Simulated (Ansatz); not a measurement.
**Geometry relaxation, with input and output: GeH₂BrOF₃**

- system: GeH₂BrOF₃
- method: RKS BHLYP-D4/def2-SVP (Ansatz 0.2.0)

The input holds or restrains some coordinates. It belongs to a series of runs on one base structure; here: pulled along the bonds that form and break, towards end A. Figures and captions count atoms from 1; the log counts them from 0 in places.

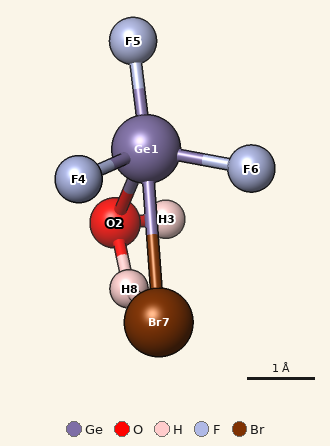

Fig. 1: The starting structure (ball-and-stick view, seen at an oblique angle; atoms are numbered from 1 in the order of the input). Sticks mark near contacts. Bond lengths as drawn: Br–Ge 2.70 Å, Br–H 1.75 Å, F–Ge 1.68 Å, Ge–O 2.12 Å and H–O 1.01 to 1.25 Å.

### Input
```yaml
crystal:
  periodic: [false, false, false]
  atoms:
    - { symbol: Ge, position_ang: [0.0, 0.0, 0.0] }
    - { symbol: O, position_ang: [0.0, 0.0, 2.12] }
    - { symbol: H, position_ang: [-0.9095, -0.2814, 2.4571] }
    - { symbol: F, position_ang: [1.5842, 0.0, -0.5594] }
    - { symbol: F, position_ang: [-0.7913, 1.3709, -0.5594] }
    - { symbol: F, position_ang: [-0.7913, -1.3709, -0.5594] }
    - { symbol: Br, position_ang: [1.4092, -2.1399, 0.8514] }
    - { symbol: H, position_ang: [0.687, -1.0433, 2.0012] }
basis:
  gaussian: { orbitals: def2-SVP }
hamiltonian:
  xc: { name: BHLYP }
  dispersion: d4
relax:
  f_tol: 0.15
  max_steps: 25
  restrain:
    - { distance: [0, 6], at: 3.6, k: 30.0 }
    - { distance: [7, 1], at: 2.21, k: 30.0 }
    - { distance: [0, 1], at: 1.77, k: 30.0 }
    - { distance: [7, 6], at: 1.55, k: 30.0 }
output:
  orbitals: {}
```

Machine: 4 threads of Arm Neoverse V1, 24 GiB of memory available, shared host.

Run as:
```bash
ansatz run input.yaml --threads 4 --pin off --max-ram 5120MiB --backend cpu --events-out ev --progress --plain --runs-dir out
```

### What the program printed
```
The last accepted step is kept in [file] (removed where the run ends without a failure and the disk answers)
Engine: ansatz 0.2.0, aarch64-unknown-linux-gnu
Functional definition: BHLYP
  parameter a = 0.5
  exchange = (1 - a)*b88_x + a*exact_x
  correlation = lyp_c
1331 factors; integrals over basis functions are off by at most 2.4e-4 eV
mean field evaluation 1: about -136761.4919 eV, gradient 5.9e1 eV
mean field evaluation 2: about -136759.2002 eV, gradient 7.3e1 eV
mean field evaluation 4: about -136767.3729 eV, gradient 2.7e0 eV
mean field evaluation 8: about -136767.4335 eV, gradient 2.2e-1 eV
mean field evaluation 16: about -136767.4336 eV, gradient 1.4e-4 eV
mean field -136767.43361418 eV, -5026.1104810251 hartree, gradient 4.9e-5 eV, S^2 0.000000; 0 other end points of the search recorded, 0 dependent functions left out
the calculation of the forces begins
reference -136767.43376800 eV, -5026.1104866778 hartree; 52, 52 occupied and 78, 78 virtual orbitals, 1331 factors
relax step   1: F+E_penalty+E_count = -136767.70438104 eV  Δ(F+E_penalty+E_count) = +0.000e0 eV  max|allowed force component| = 2.593e0 eV/Å  E_restraint = 28.24597382 eV  max|allowed force component, restraints' pulls added| = 2.697e1 eV/Å  Δτ_max = 0.0000 Å  (29 SCF iters, accepted)
  distance Ge 0 - Br 6 = 2.7000 Å
  distance H 7 - O 1 = 1.2548 Å
  distance Ge 0 - O 1 = 2.1200 Å
  distance H 7 - Br 6 = 1.7453 Å
these checks for a lower state are left out or cut short: starts, cluster_reference, orbital_swaps, neighbouring_geometries, increment
1331 factors; integrals over basis functions are off by at most 3.0e-4 eV
mean field -136767.94484690 eV, -5026.1292684810 hartree, gradient 2.0e-5 eV, S^2 0.000000; 0 other end points of the search recorded, 0 dependent functions left out
[... from here on the field's lines of each further geometry are left out, up to the last ...]
relax step   2: F+E_penalty+E_count = -136768.21578589 eV  Δ(F+E_penalty+E_count) = -5.114e-1 eV  max|allowed force component| = 3.467e0 eV/Å  E_restraint = 13.95992537 eV  max|allowed force component, restraints' pulls added| = 2.053e1 eV/Å  Δτ_max = 0.1950 Å  (38 SCF iters, accepted)
relax step   3: F+E_penalty+E_count = -136768.80689885 eV  Δ(F+E_penalty+E_count) = -5.911e-1 eV  max|allowed force component| = 5.218e0 eV/Å  E_restraint = 4.45690260 eV  max|allowed force component, restraints' pulls added| = 1.042e1 eV/Å  Δτ_max = 0.1948 Å  (39 SCF iters, accepted)
relax step   4: F+E_penalty+E_count = -136769.51002888 eV  Δ(F+E_penalty+E_count) = -7.031e-1 eV  max|allowed force component| = 4.045e0 eV/Å  E_restraint = 0.39767479 eV  max|allowed force component, restraints' pulls added| = 3.690e0 eV/Å  Δτ_max = 0.1932 Å  (31 SCF iters, accepted)
relax step   5: F+E_penalty+E_count = -136769.93414791 eV  Δ(F+E_penalty+E_count) = -4.241e-1 eV  max|allowed force component| = 1.336e0 eV/Å  E_restraint = 0.07152921 eV  max|allowed force component, restraints' pulls added| = 1.323e0 eV/Å  Δτ_max = 0.1948 Å  (31 SCF iters, accepted)
relax step   6: F+E_penalty+E_count = -136769.98881285 eV  Δ(F+E_penalty+E_count) = -5.466e-2 eV  max|allowed force component| = 1.277e0 eV/Å  E_restraint = 0.05208435 eV  max|allowed force component, restraints' pulls added| = 4.510e-1 eV/Å  Δτ_max = 0.1221 Å  (32 SCF iters, accepted)
relax step   7: F+E_penalty+E_count = -136770.01167479 eV  Δ(F+E_penalty+E_count) = -2.286e-2 eV  max|allowed force component| = 1.286e0 eV/Å  E_restraint = 0.05319140 eV  max|allowed force component, restraints' pulls added| = 3.549e-1 eV/Å  Δτ_max = 0.0995 Å  (31 SCF iters, accepted)
relax step   8: F+E_penalty+E_count = -136770.03602457 eV  Δ(F+E_penalty+E_count) = -2.435e-2 eV  max|allowed force component| = 1.305e0 eV/Å  E_restraint = 0.06236898 eV  max|allowed force component, restraints' pulls added| = 1.710e-1 eV/Å  Δτ_max = 0.1089 Å  (31 SCF iters, accepted)
relax step   9: F+E_penalty+E_count = -136770.02135937 eV  Δ(F+E_penalty+E_count) = +1.467e-2 eV  max|allowed force component| = 1.464e0 eV/Å  E_restraint = 0.04476149 eV  max|allowed force component, restraints' pulls added| = 3.029e-1 eV/Å  Δτ_max = 0.0615 Å  (32 SCF iters, accepted)
relax step  10: F+E_penalty+E_count = -136770.03517417 eV  Δ(F+E_penalty+E_count) = -1.381e-2 eV  max|allowed force component| = 1.327e0 eV/Å  E_restraint = 0.05361136 eV  max|allowed force component, restraints' pulls added| = 1.947e-1 eV/Å  Δτ_max = 0.0987 Å  (31 SCF iters, accepted)
relax step  11: F+E_penalty+E_count = -136770.04096608 eV  Δ(F+E_penalty+E_count) = -5.792e-3 eV  max|allowed force component| = 1.266e0 eV/Å  E_restraint = 0.05571714 eV  max|allowed force component, restraints' pulls added| = 9.472e-2 eV/Å  Δτ_max = 0.0753 Å  (30 SCF iters, accepted)
relax step  12: F+E_penalty+E_count = -136770.00805478 eV  Δ(F+E_penalty+E_count) = +3.291e-2 eV  max|allowed force component| = 1.342e0 eV/Å  E_restraint = 0.04290187 eV  max|allowed force component, restraints' pulls added| = 1.338e0 eV/Å  Δτ_max = 0.1675 Å  (32 SCF iters, rejected (line search))
the calculation of the forces begins
reference -136769.79199475 eV, -5026.1971499122 hartree; 52, 52 occupied and 78, 78 virtual orbitals, 1331 factors
relax step  13: F+E_penalty+E_count = -136770.04094561 eV  Δ(F+E_penalty+E_count) = +2.046e-5 eV  max|allowed force component| = 1.253e0 eV/Å  E_restraint = 0.05342865 eV  max|allowed force component, restraints' pulls added| = 3.741e-2 eV/Å  Δτ_max = 0.0375 Å  (31 SCF iters, accepted)
```

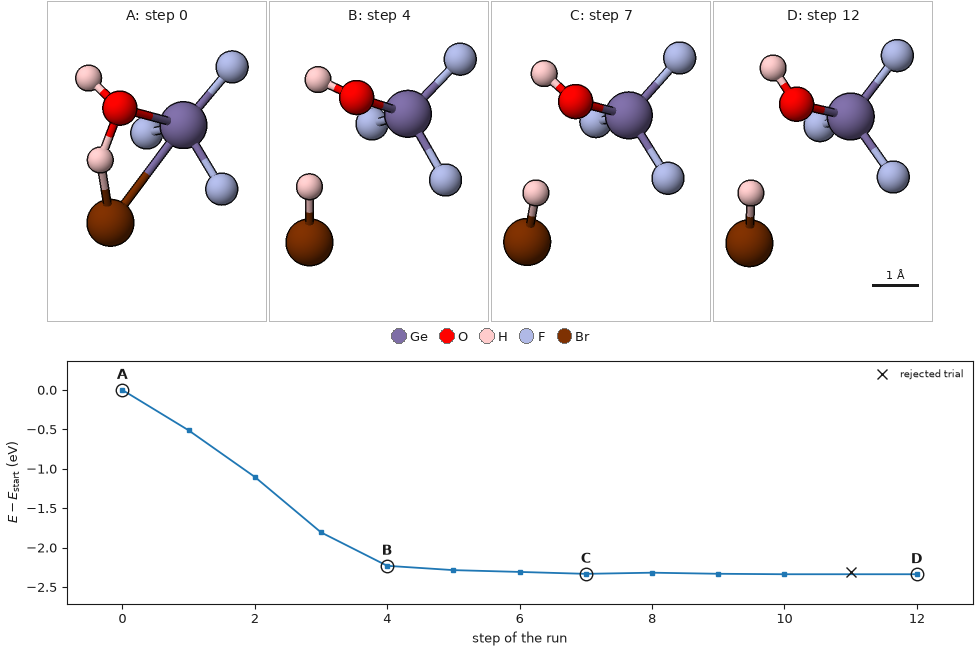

Fig. 2: Frames of the restrained relaxation (ball-and-stick view, seen at a tilt) above the curves, on which the letters mark them (the first geometry is step 0 here and step 1 in the log).

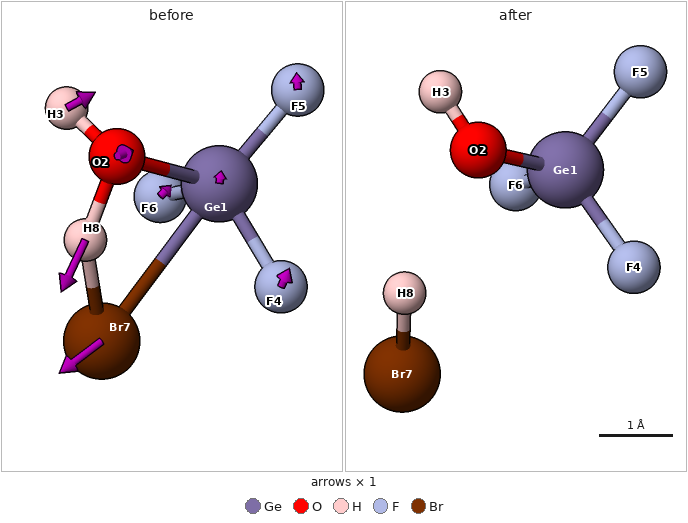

Fig. 3: Before (left) and after (right) the restrained relaxation, at one scale (ball-and-stick view, seen at a tilt). The pink arrows give the displacements, at true length. After 12 geometry steps the energy has fallen by 2.337 eV. Largest force component: 2.6 eV/Å at the start, 1.3 eV/Å at the end. The line search rejected the trial step at point 11 (counted from 0) and went back. H8 moves most after the best rigid fit: 0.82 Å. Largest moves by element: H 0.82 Å, Br 0.77 Å, O 0.38 Å, F 0.31 Å, Ge 0.19 Å. Distances before and after: O2–H8 1.255 → 2.210 Å, Ge1–Br7 2.700 → 3.602 Å, Ge1–O2 2.120 → 1.748 Å, Br7–H8 1.745 → 1.494 Å. Bonds break: Ge1–Br7 (2.70 → 3.60 Å). Among the angles that change: Ge1–O2–H3 109.5° → 115.0°, F5–Ge1–F6 109.5° → 105.6°, O2–Ge1–F6 109.5° → 113.1°. (Atoms are counted from 1 in the order of the input.)

```
  distance Ge 0 - Br 6 = 3.6025 Å
  distance H 7 - O 1 = 2.2096 Å
  distance Ge 0 - O 1 = 1.7484 Å
  distance H 7 - Br 6 = 1.4944 Å
1331 factors; integrals over basis functions are off by at most 7.6e-4 eV
mean field -136769.79182963 eV, -5026.1971438445 hartree, gradient 1.6e-5 eV, S^2 0.000000; 1 other end points of the search recorded, 0 dependent functions left out
the calculation of the forces begins
reference -136769.79199475 eV, -5026.1971499122 hartree; 52, 52 occupied and 78, 78 virtual orbitals, 1331 factors
Total energy: -136770.04111072 eV, -5026.2063047556 hartree
Atom 0 at    -0.148162     0.131562     0.029149 Å, force    -0.018771     0.051650     0.603404 eV/Å
Atom 1 at    -0.123937     0.065969     1.776113 Å, force    -0.031556    -0.017885    -0.608850 eV/Å
Atom 2 at    -0.985982     0.084060     2.194240 Å, force     0.035003     0.028460    -0.026939 eV/Å
Atom 3 at     1.434190     0.272611    -0.534970 Å, force    -0.020499    -0.007104     0.003748 eV/Å
Atom 4 at    -1.013979     1.493803    -0.493542 Å, force    -0.000715    -0.007907     0.010138 eV/Å
Atom 5 at    -0.922691    -1.197856    -0.673299 Å, force     0.008200    -0.002866    -0.002890 eV/Å
Atom 6 at     1.684790    -2.710408     1.270576 Å, force    -0.436781     1.208971     1.067431 eV/Å
Atom 7 at     1.264070    -1.604341     2.183233 Å, force     0.465119    -1.253320    -1.046042 eV/Å
Dipole moment:    -0.348161     0.123590     0.495177 e Å
```

### Trajectory as extended XYZ (Å, eV, eV/Å), 13 frames, from step=1 to step=13
```
8
Properties=species:S:1:pos:R:3:forces:R:3 step=1 energy=-136767.70438
Ge    0.0000    0.0000    0.0000    1.3225  -1.7199   2.5935
O     0.0000    0.0000    2.1200   -1.7362  -1.0977  -2.0837
H    -0.9095   -0.2814    2.4571    1.8794   0.6750  -0.6464
F     1.5842    0.0000   -0.5594    0.3194   2.3374  -1.1857
F    -0.7913    1.3709   -0.5594   -0.2013   0.2335   0.2995
F    -0.7913   -1.3709   -0.5594   -1.7792   0.4487  -0.7247
Br    1.4092   -2.1399    0.8514    0.4585  -1.4113   2.0545
H     0.6870   -1.0433    2.0012   -0.2630   0.5343  -0.3070
8
Properties=species:S:1:pos:R:3:forces:R:3 step=2 energy=-136768.21579
Ge   -0.0527    0.0808    0.0242    2.0609  -3.4666   3.0713
O    -0.0785    0.0996    2.0440   -1.0023  -0.8218  -2.6066
H    -0.9053   -0.2743    2.4539    1.1140   0.7733  -0.9827
F     1.5634    0.0259   -0.5596   -1.1021   1.3582   0.0594
F    -0.8094    1.3999   -0.5679   -1.0865   1.8434  -0.5944
F    -0.8020   -1.3461   -0.5572   -0.5407   1.1808   0.0969
Br    1.4988   -2.2819    0.9504   -0.4683   0.3451   2.3019
H     0.7740   -1.1685    1.9636    1.0249  -1.2122  -1.3459
8
Properties=species:S:1:pos:R:3:forces:R:3 step=3 energy=-136768.80690
Ge   -0.1091    0.1579    0.0614    2.9619  -5.2176   2.9741
O    -0.1645    0.2124    1.9556   -0.9371  -0.7905  -2.0277
H    -0.8994   -0.2642    2.4368    1.1278   0.9505  -1.3761
F     1.5349    0.0338   -0.5454   -1.9334   1.0868   0.7113
F    -0.8300    1.4354   -0.5830   -1.7433   3.0844  -1.4295
F    -0.7976   -1.3249   -0.5475   -0.0556   1.7032   0.5459
Br    1.5675   -2.3885    1.0289   -0.6898   0.8373   1.9600
H     0.8864   -1.3264    1.9447    1.2696  -1.6541  -1.3580
8
Properties=species:S:1:pos:R:3:forces:R:3 step=4 energy=-136769.51003
Ge   -0.1655    0.2149    0.0918    2.5002  -4.0448   0.7049
O    -0.2353    0.2879    1.8551   -0.4022  -0.4473  -0.5007
H    -0.8766   -0.2384    2.3751    0.5442   0.5961  -0.9544
F     1.4756    0.0604   -0.5097   -1.7351   0.8897   0.8258
F    -0.8683    1.5030   -0.6161   -1.1058   1.9532  -0.9780
F    -0.8029   -1.2816   -0.5282   -0.1187   1.4525   0.5964
Br    1.6599   -2.5307    1.1214   -0.6475   0.8879   1.2725
H     1.0014   -1.4802    1.9620    0.9648  -1.2873  -0.9665
8
Properties=species:S:1:pos:R:3:forces:R:3 step=5 energy=-136769.93415
Ge   -0.1736    0.1954    0.0421    0.7830  -1.3363   0.1372
O    -0.1989    0.2278    1.7818    0.0283  -0.1343  -0.2292
H    -0.8790   -0.2488    2.2662    0.0273   0.1684  -0.3705
F     1.4338    0.1459   -0.5406   -0.7240   0.2523   0.3414
F    -0.8866    1.5719   -0.5916   -0.3327   0.4477  -0.2442
F    -0.9458   -1.2053   -0.5750    0.0841   0.7113   0.2739
Br    1.7223   -2.6096    1.2617   -0.6589   1.0532   1.0354
H     1.1161   -1.5419    2.1068    0.7929  -1.1623  -0.9440
8
Properties=species:S:1:pos:R:3:forces:R:3 step=6 energy=-136769.98881
Ge   -0.1630    0.1575    0.0456   -0.2394   0.0036   0.5766
O    -0.2082    0.1803    1.7941   -0.1779  -0.3291  -0.3600
H    -0.9843   -0.2004    2.2276    0.3391   0.2421  -0.3876
F     1.4272    0.1102   -0.5077    0.0561   0.0920   0.0240
F    -0.8472    1.5797   -0.5738   -0.0325  -0.1022  -0.0057
F    -1.0257   -1.1637   -0.5778    0.0014   0.1651   0.0474
Br    1.7809   -2.6277    1.2716   -0.6620   1.2057   1.0038
H     1.2086   -1.5005    2.0719    0.7153  -1.2773  -0.8984
8
Properties=species:S:1:pos:R:3:forces:R:3 step=7 energy=-136770.01167
Ge   -0.1471    0.1579    0.0321   -0.2353   0.3317   0.5668
O    -0.1583    0.1618    1.7801   -0.2526  -0.3124  -0.3371
H    -0.9591   -0.1892    2.1928    0.3549   0.2309  -0.2873
F     1.4316    0.1994   -0.5515    0.0702  -0.0131   0.0225
F    -0.9102    1.5588   -0.5540    0.0376  -0.1654   0.0257
F    -1.0000   -1.1644   -0.5865   -0.0269  -0.0340  -0.0413
Br    1.7125   -2.6647    1.3028   -0.5577   1.2482   1.0040
H     1.2188   -1.5242    2.1356    0.6098  -1.2858  -0.9534
8
Properties=species:S:1:pos:R:3:forces:R:3 step=8 energy=-136770.03603
Ge   -0.1621    0.1509    0.0353   -0.0565   0.1512   0.6329
O    -0.1580    0.1183    1.7836   -0.0567  -0.0539  -0.6087
H    -0.9892   -0.1433    2.1837    0.0452   0.0476  -0.0270
F     1.4336    0.1938   -0.5004    0.0706   0.0079  -0.0485
F    -0.9184    1.5522   -0.5503   -0.0117  -0.0807   0.0267
F    -1.0010   -1.1631   -0.6198   -0.0321  -0.0012  -0.0305
Br    1.6653   -2.6882    1.3060   -0.3399   1.2338   0.9182
H     1.3180   -1.4852    2.1134    0.3812  -1.3047  -0.8631
8
Properties=species:S:1:pos:R:3:forces:R:3 step=9 energy=-136770.02136
Ge   -0.1605    0.1494    0.0267    0.0065   0.0854   0.6570
O    -0.1430    0.0909    1.7749   -0.1451  -0.0059  -0.6177
H    -0.9898   -0.1241    2.1726    0.1062   0.0495  -0.0298
F     1.4335    0.2165   -0.5168    0.0026  -0.0058  -0.0305
F    -0.9434    1.5453   -0.5333   -0.0077  -0.0173   0.0188
F    -0.9997   -1.1538   -0.6494   -0.0048  -0.0255  -0.0272
Br    1.6316   -2.7004    1.3181   -0.2747   1.3832   1.0430
H     1.3595   -1.4884    2.1587    0.3170  -1.4636  -1.0138
8
Properties=species:S:1:pos:R:3:forces:R:3 step=10 energy=-136770.03517
Ge   -0.1544    0.1427    0.0285    0.0329   0.1057   0.6533
O    -0.1281    0.0904    1.7760    0.1704   0.0175  -0.7296
H    -0.9781   -0.0280    2.1920   -0.1947   0.0013   0.0837
F     1.4336    0.2618   -0.5228    0.0178  -0.0219  -0.0157
F    -0.9844    1.5135   -0.5244   -0.0361   0.0055   0.0137
F    -0.9469   -1.1839   -0.6548   -0.0302  -0.0491  -0.0319
Br    1.6422   -2.7140    1.2933   -0.3358   1.2683   1.0215
H     1.3044   -1.5472    2.1637    0.3757  -1.3273  -0.9949
8
Properties=species:S:1:pos:R:3:forces:R:3 step=11 energy=-136770.04097
Ge   -0.1479    0.1382    0.0299   -0.0012   0.0475   0.6328
O    -0.1203    0.0823    1.7772    0.0850  -0.0109  -0.6732
H    -0.9791    0.0472    2.1950   -0.0947   0.0244   0.0388
F     1.4356    0.2825   -0.5284    0.0047  -0.0144  -0.0108
F    -1.0127    1.4932   -0.5091   -0.0226   0.0131   0.0064
F    -0.9182   -1.2005   -0.6582   -0.0061  -0.0129  -0.0199
Br    1.6591   -2.7195    1.2756   -0.3882   1.2197   1.0340
H     1.2719   -1.5880    2.1696    0.4231  -1.2665  -1.0081
8
Properties=species:S:1:pos:R:3:forces:R:3 step=12 energy=-136770.00806 accepted=F
Ge   -0.1459    0.1200    0.0275    0.0004   0.0520   0.5382
O    -0.1133    0.0444    1.7730   -1.3424   0.2256   0.1290
H    -0.9794    0.2131    2.2182    1.3376  -0.2322  -0.7424
F     1.4329    0.3137   -0.5363   -0.0705  -0.0175  -0.0021
F    -1.0590    1.4616   -0.4756    0.0274  -0.0559   0.0325
F    -0.8717   -1.2257   -0.6986    0.0273   0.0521   0.0303
Br    1.6999   -2.7236    1.2433   -0.5412   1.2494   1.1939
H     1.2247   -1.6681    2.2000    0.5615  -1.2735  -1.1794
8
Properties=species:S:1:pos:R:3:forces:R:3 step=13 energy=-136770.04095
Ge   -0.1482    0.1316    0.0291   -0.0188   0.0517   0.6034
O    -0.1239    0.0660    1.7761   -0.0316  -0.0179  -0.6089
H    -0.9860    0.0841    2.1942    0.0350   0.0285  -0.0269
F     1.4342    0.2726   -0.5350   -0.0205  -0.0071   0.0037
F    -1.0140    1.4938   -0.4935   -0.0007  -0.0079   0.0101
F    -0.9227   -1.1979   -0.6733    0.0082  -0.0029  -0.0029
Br    1.6848   -2.7104    1.2706   -0.4368   1.2090   1.0674
H     1.2641   -1.6043    2.1832    0.4651  -1.2533  -1.0460
```

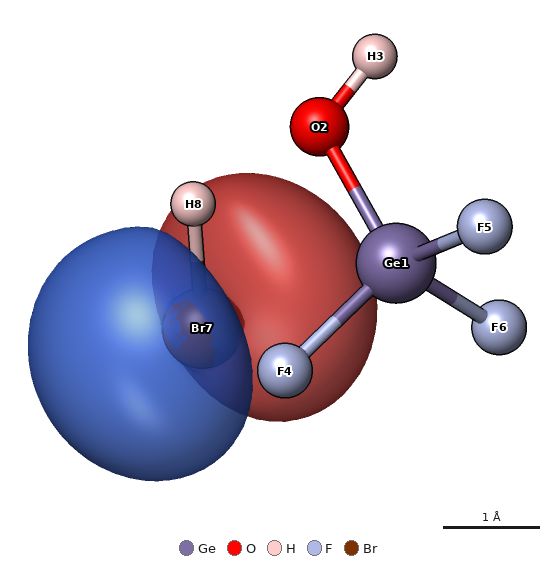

Fig. 4: One frontier orbital at ±0.1 Å⁻³ᐟ² (red and blue are the two phases), seen at an oblique angle. The HOMO, at −9.67 eV.

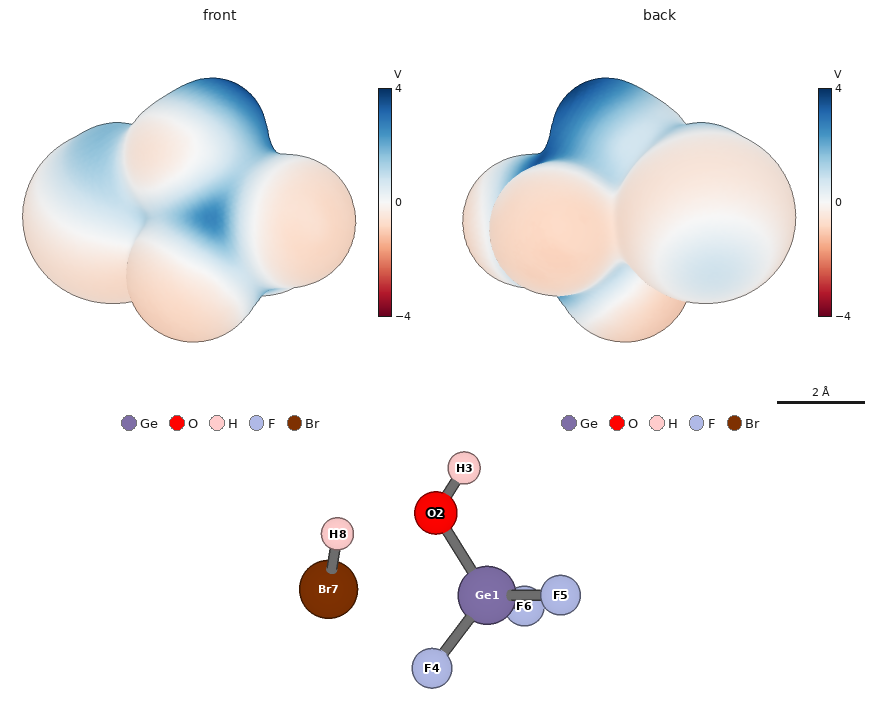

Fig. 5: The electrostatic potential painted on the density surface at 0.002 e/bohr³, seen at a tilt and from behind; red is negative and blue positive. The bare structure is drawn below in the same view. A positive charge is drawn to the negative regions and a negative charge to the positive ones.

### Summary

```tsv
quantity	value
outcome	converged under the restraints of the input
total energy	−136770.0411 eV
mean-field energy	−136769.7920 eV
largest force (length of the vector) at the end, held atoms and coordinates included	1.697 eV/Å
wall time	39 s (CPU time 2.5 min)
peak memory	0.4 GiB
```
